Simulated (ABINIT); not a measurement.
## Converging the plane-wave cutoff: Ti (P-3m1, 2 atoms in the cell)

```yaml
crystal:
  lattice:
    - [1.46762, -2.54200, 0.00000]
    - [1.46762, 2.54200, 0.00000]
    - [0.00000, 0.00000, 4.65660]
  atoms:
    - { symbol: Ti, position: [0.33333, 0.66667, 0.26074] }
    - { symbol: Ti, position: [0.66667, 0.33333, 0.75000] }
```

Method of the run: LDA (PW92), norm-conserving pseudopotentials (PseudoDojo nc-sr-04 LDA standard) (plane waves; ABINIT 10.0.3).

Base settings: pseudos = [Ti.upf]; ecut = 42 Ha; ixc = 7; occopt = 3; tsmear = 0.1 eV; ngkpt = 5 5 3; nshiftk = 1; shiftk = 0 0 0; potentials = PseudoDojo nc-sr-04 LDA standard; nband = 17.

The mesh stays at the base's, so the ladder's end is converged at best in this setting alone.

Only quantities that move along the ladder and can be compared are tabulated.

The count of work is k-points × plane waves × bands × iterations; it is no time. 

The starting cell has typed, rounded lattice constants, without a prior relaxation at this level. Its lattice was rescaled by up to half a per cent. One atom was moved a little off its site on purpose. Spin polarisation is off. In the base run, with a pressure of about -8 GPa the cell is away from its equilibrium volume at this level. Without a gap this mesh is coarse (it stands for a supercell whose shortest vector is 14 Å).

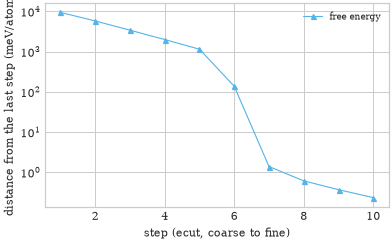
Figure: Distance from the last step along the ladder; very small values are drawn at a floor.

| ecut | free energy less the last step's (meV/atom) | pressure (GPa) | largest difference of a force vector from the last step's (eV/Å) | count of work / last |
|---|---|---|---|---|
| 15 Ha | 9489.24 | -220.17 | 0.086 | 0.058 |
| 17 Ha | 5826.31 | -158.51 | 0.058 | 0.083 |
| 19 Ha | 3424.33 | -113.06 | 0.150 | 0.11 |
| 21 Ha | 2007.88 | -80.98 | 0.107 | 0.13 |
| 23 Ha | 1153.76 | -57.32 | 0.067 | 0.16 |
| 29 Ha | 138.51 | -18.30 | 0.025 | 0.28 |
| 38 Ha | 1.40 | -8.27 | 0.000 | 0.39 |
| 42 Ha | 0.62 | -8.11 | 0.000 | 0.48 |
| 50 Ha | 0.37 | -8.12 | 0.000 | 0.59 |
| 57 Ha | 0.24 | -8.12 | 0.000 | 0.72 |
| 74 Ha | 0.00 | -8.12 | 0.000 | 1.0 |

Coarsest ecut that holds the pressure within 0.2 GPa of the last step, with all finer ones: 38 Ha, at 0.39 of the last step's count of work; the step before is off by 10 GPa.

Coarsest ecut that holds the free energy within 5 meV/atom of the last step, with all finer ones: 38 Ha, at 0.39 of the last step's count of work; the step before is off by 140 meV/atom.

Coarsest ecut that holds the forces within 0.01 eV/Å of the last step, with all finer ones: 38 Ha, at 0.39 of the last step's count of work; the step before is off by 0.025 eV/Å.

At the lowest cutoff the pressure lies 212 GPa under the last step's, the usual sign of Pulay stress in an incomplete plane-wave basis.
